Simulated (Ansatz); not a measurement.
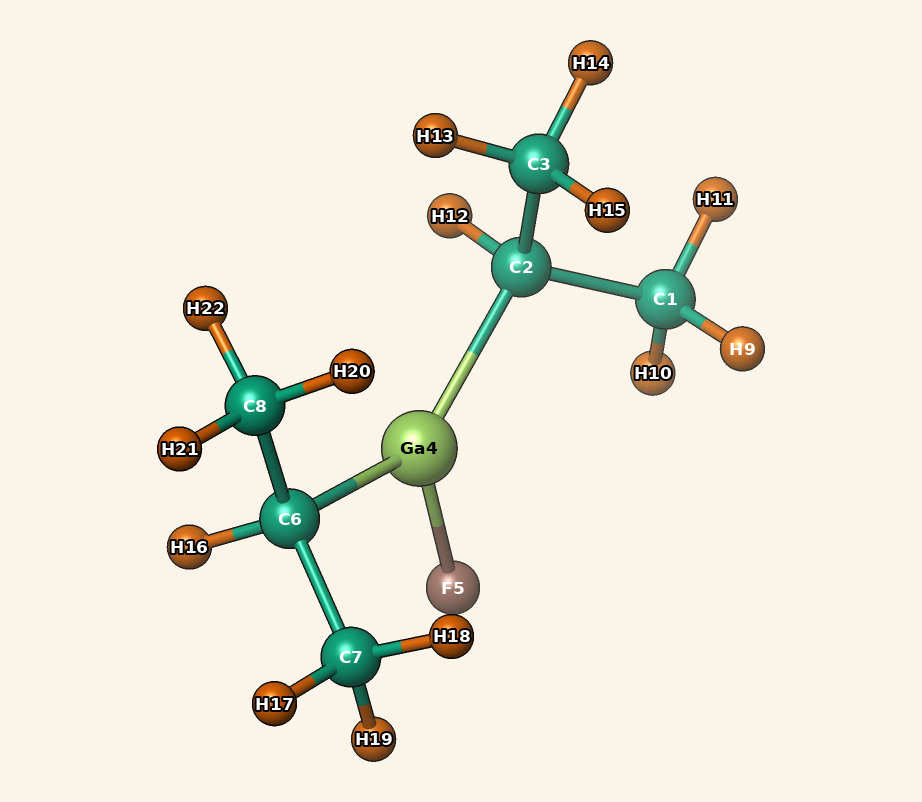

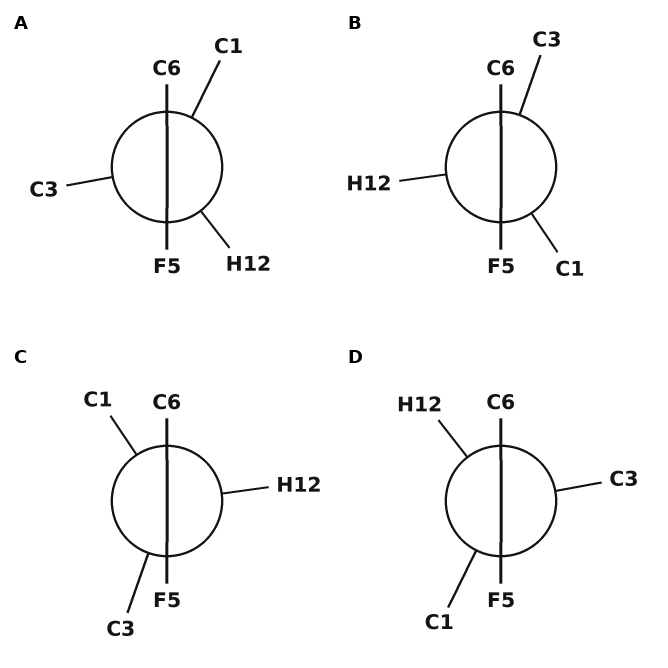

Atoms fade into the background with distance from the viewer. Bonds that would overlap in a projection are set slightly apart. Computed geometry: PBE0-D4/def2-TZVP optimisation. No frequency run is at hand to confirm it as a minimum.

**Which Newman projection shows the view along Ga4–C2, with Ga4 in front?**

B. The torsion angle F5–Ga4–C2–C1 is −34°, synclinal (gauche).
